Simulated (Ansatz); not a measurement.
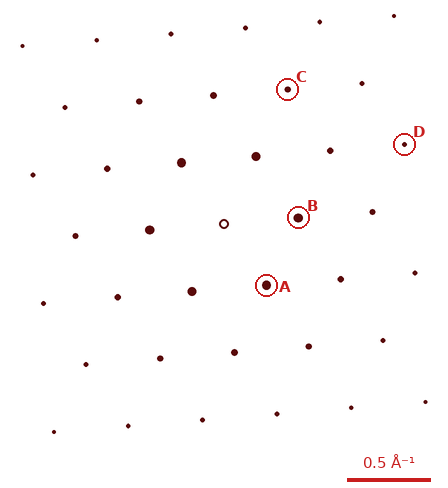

Simulated selected-area electron diffraction pattern (200 kV, kinematic approximation, thin crystal, B = 0.5 Å² for all atoms). The zone axis points towards the electron source and the pattern is seen from the source side.

The sample is Mo, space group Im-3m (No. 229), a = 3.15 Å. Structure: the input geometry of an electronic-structure calculation (not necessarily at equilibrium).

Spot A is indexed -1 0 1 and spot B 0 -1 1.

**Give hkl for C, D.**

C = −2A + 2B = 2 -2 0 (d = 1.114 Å). D = −A + 3B = 1 -3 2 (d = 0.842 Å).

**Which zone axis is this?**

The cross product of A and B is parallel to [111]; every spot obeys hu + kv + lw = 0.
